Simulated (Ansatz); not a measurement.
## What a change does: single-point calculation on CH₅OSi

System: CH₅OSi, multiplicity 2.
Method of run 1: UKS PBE0-D4/def2-TZVPP (Ansatz 0.2.0).

The geometry comes from this level: PBE0-D4/def2-TZVP. Text and figures count atoms from 1; the logs count them from 0 in places.

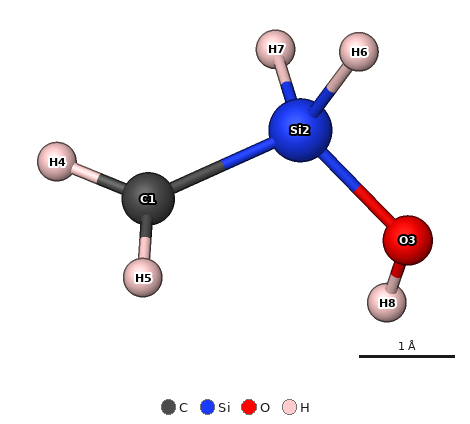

**Figure 1.** The input geometry (ball-and-stick view, seen at a tilt; atoms are numbered from 1 in the order of the input). Bond lengths as drawn: C–H 1.09 Å, C–Si 1.84 Å, H–O 0.96 Å, H–Si 1.48 to 1.49 Å and O–Si 1.65 Å.

**The input, run 1**
```yaml
crystal:
  periodic: [false, false, false]
  atoms:
    - {symbol: C, position_ang: [-0.861528, 0.517820, -0.791352]}
    - {symbol: Si, position_ang: [0.653968, -0.005157, 0.111133]}
    - {symbol: O, position_ang: [0.302834, -0.724415, 1.554445]}
    - {symbol: H, position_ang: [-0.970839, 0.416758, -1.867023]}
    - {symbol: H, position_ang: [-1.703063, 0.991524, -0.293315]}
    - {symbol: H, position_ang: [1.495578, 1.161108, 0.480616]}
    - {symbol: H, position_ang: [1.431000, -0.912302, -0.779760]}
    - {symbol: H, position_ang: [-0.255850, -1.502336, 1.529357]}
basis:
  gaussian: {orbitals: def2-TZVPP}
magnetization: {spin_polarized: true, initial_magnetization: 1}
hamiltonian: {xc: pbe0, dispersion: d4}
output: {orbitals: {seedname: orbitals}}
```

Hardware: 2 CPU threads, shared host.

**Output (run 1)**
```
Functional definition: PBE0
  parameter a = 0.25
  parameter kappa = 0.804
  parameter beta = 0.06672455060314922
  exchange = (1 - a)*pbe_x(kappa = kappa, mu = beta*pi^2/3) + a*exact_x
  correlation = pbe_c(beta = beta)
917 factors; their error is unknown
mean field evaluation 1: about -11030.9551 eV, gradient 4.2e1 eV
mean field evaluation 2: about -11024.3714 eV, gradient 5.9e1 eV
mean field evaluation 4: about -11037.4053 eV, gradient 2.6e0 eV
mean field evaluation 8: about -11037.4374 eV, gradient 3.1e-2 eV
mean field evaluation 16: about -11037.4572 eV, gradient 3.7e-5 eV
mean field -11037.45721482 eV, -405.6190711876 hartree, gradient 8.5e-6 eV, S^2 0.754435; 0 other end points of the search recorded, 0 dependent functions left out
reference -11037.45724317 eV, -405.6190722293 hartree; 17, 16 occupied and 157, 158 virtual orbitals, 917 factors
Total energy: -11037.55546205 eV, -405.6226817065 hartree
```

For run 2 the input was changed thus:
```diff
-  gaussian: {orbitals: def2-TZVPP}
+  gaussian: {orbitals: def2-SVP}
```

How does run 2 compare with run 1?

The total energy of run 2 is 156.9 kcal/mol higher, which measures the change of basis and not a stability. The HOMO goes from −7.15 to −7.08 eV. The LUMO goes from −2.50 to −2.29 eV. The basis functions go from 174 to 71.

**Output (run 2)**
```
Functional definition: PBE0
  parameter a = 0.25
  parameter kappa = 0.804
  parameter beta = 0.06672455060314922
  exchange = (1 - a)*pbe_x(kappa = kappa, mu = beta*pi^2/3) + a*exact_x
  correlation = pbe_c(beta = beta)
701 factors; integrals over basis functions are off by at most 1.1e-3 eV
mean field evaluation 1: about -11025.4931 eV, gradient 3.6e1 eV
mean field evaluation 2: about -11021.2587 eV, gradient 4.9e1 eV
mean field evaluation 4: about -11030.5585 eV, gradient 1.6e0 eV
mean field evaluation 8: about -11030.6542 eV, gradient 1.1e-1 eV
mean field evaluation 16: about -11030.6543 eV, gradient 4.0e-5 eV
mean field -11030.65434331 eV, -405.3690702705 hartree, gradient 4.1e-5 eV, S^2 0.753931; 0 other end points of the search recorded, 0 dependent functions left out
reference -11030.65436719 eV, -405.3690711482 hartree; 17, 16 occupied and 54, 55 virtual orbitals, 701 factors
Total energy: -11030.75258607 eV, -405.3726806254 hartree
```

**The two runs side by side**

| quantity | run 1 | run 2 |
| --- | --- | --- |
| outcome | converged | converged |
| total energy (hartree) | −405.622682 | −405.372681 |
| HOMO (eV) | −7.15 | −7.08 |
| LUMO (eV) | −2.50 | −2.29 |
| ⟨S²⟩ | 0.754 | 0.754 |
| basis functions | 174 | 71 |
| wall time (shared host) | 3 s | 1.1 s |
